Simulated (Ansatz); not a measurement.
**Cl2FGaH2O: density, localisation and related maps**

Input file:

```
crystal:
  periodic: [false, false, false]
  atoms:
    - { symbol: Ga, position_ang: [0.145715, 0.522169, -0.547121] }
    - { symbol: O, position_ang: [0.026563, -0.03592, 2.366289] }
    - { symbol: H, position_ang: [-0.902704, -0.140012, 2.615385] }
    - { symbol: Cl, position_ang: [1.942349, -0.301604, -1.28287] }
    - { symbol: Cl, position_ang: [-1.783735, -0.144641, -1.095187] }
    - { symbol: F, position_ang: [0.237353, 1.957581, 0.403407] }
    - { symbol: H, position_ang: [0.134559, 0.938125, 2.260397] }
basis:
  gaussian: { orbitals: def2-SVP }
hamiltonian:
  xc: cam_b3lyp
  dispersion: d4
relax:
  f_tol: 0.03
  max_steps: 50
output:
  orbitals: {}
```

Command:

```sh
ansatz run input.yaml --threads 4 --pin off --max-ram 5120MiB --backend cpu --events-out ev --progress --plain --runs-dir out
```

The fields are those of the run's last geometry, not of the input's.

Theory: Ansatz, RKS CAM-B3LYP-D4/def2-SVP.

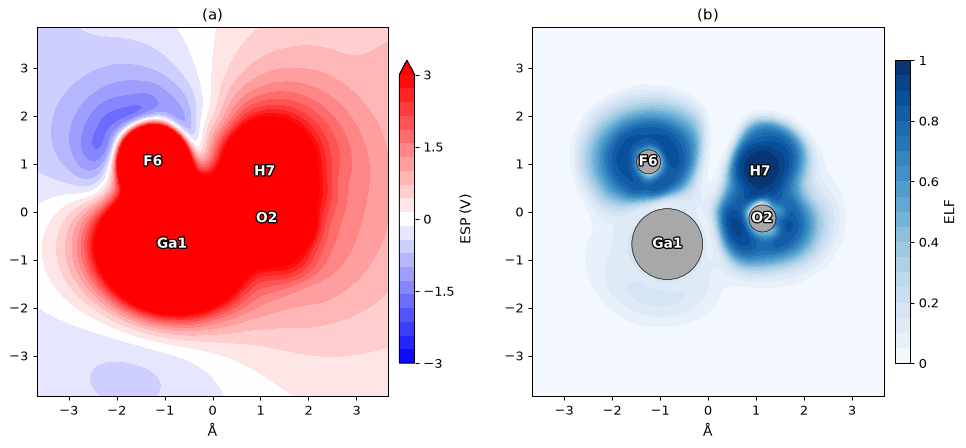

Figure 1. (a) molecular electrostatic potential; (b) electron localisation function on the plane of atoms O2, Ga1 and F6. Grey discs cover the atomic cores in the ELF map.

> Interpret the plot.

The section cuts through Ga, O, F and H sites.
Ga–F (1.76 Å): the ELF peaks at about 0.85 in the valence shell of F, 0.5 Å from its nucleus, and is about 0.15 at the midpoint.
Ga–O (2.05 Å): the ELF peaks at about 0.90 in the valence shell of O, 0.6 Å from its nucleus, and is about 0.20 at the midpoint.
O–H (0.97 Å): the ELF climbs to about 1 towards the hydrogen, as it does in any bond to H (a covalent bond by its length).
The ELF also peaks beside F6, away from the bonds: lone-pair regions.
Outside the dense part of the molecule the potential is most negative (−1.7 V) near F6.

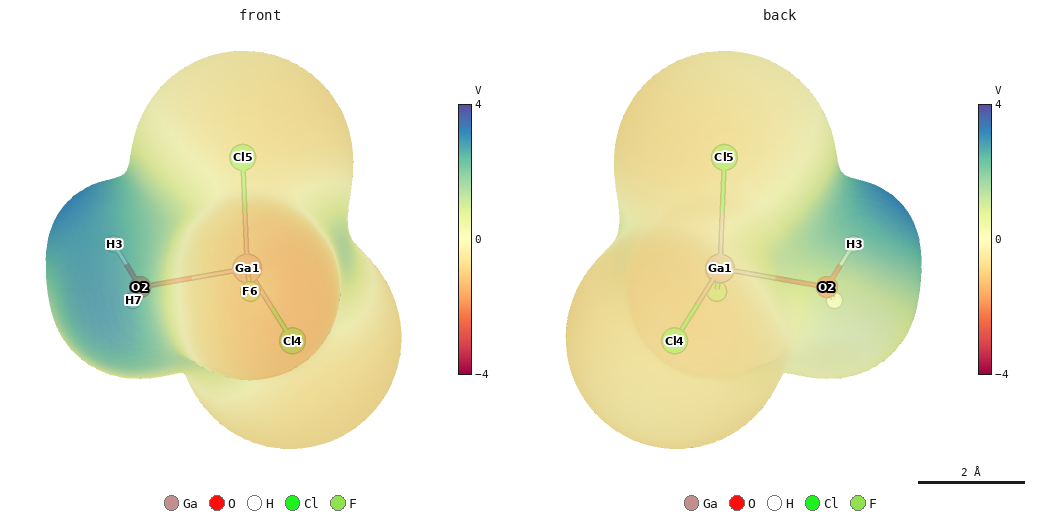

Figure 2. The electrostatic potential painted on the density surface at 0.001 e/bohr³, seen from the front and from behind; the colour scale runs from red (negative) to blue (positive).

> Where is the surface potential most negative and most positive?

The most negative region (about −1.3 V) lies over F6, the most positive (about +3.1 V) over H3.

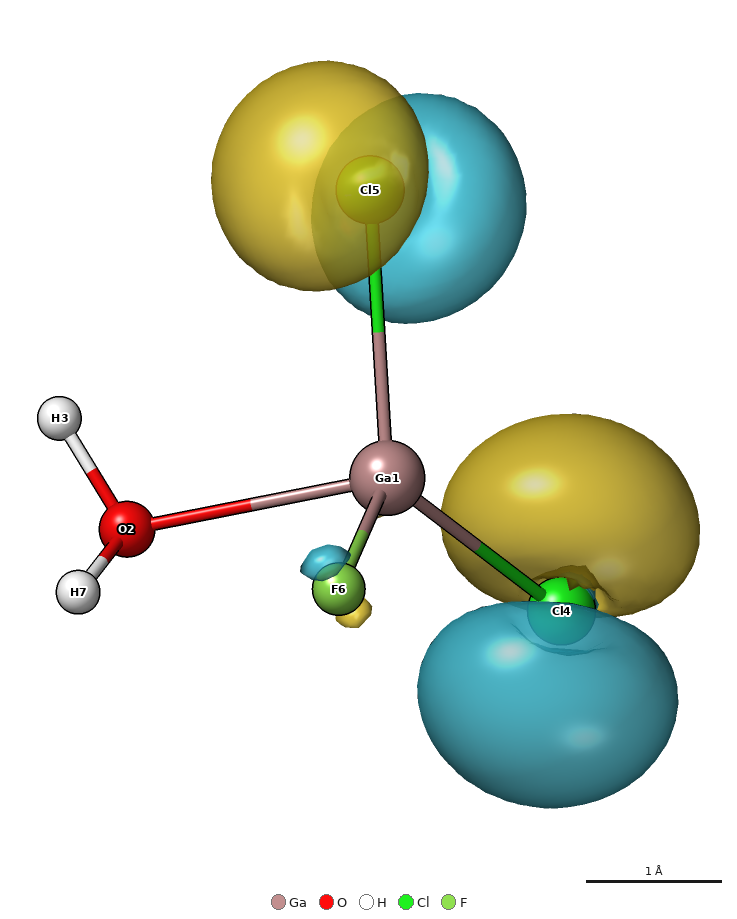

Figure 3. The HOMO at ±0.15 Å⁻³ᐟ² (yellow and cyan are the two phases), seen across its widest extent.

> Where does this orbital lie, and at what energy?

Its weight (Hirshfeld) is mainly on Cl4 (about 60 %) and Cl5 (about 35 %). Its energy is −10.11 eV.
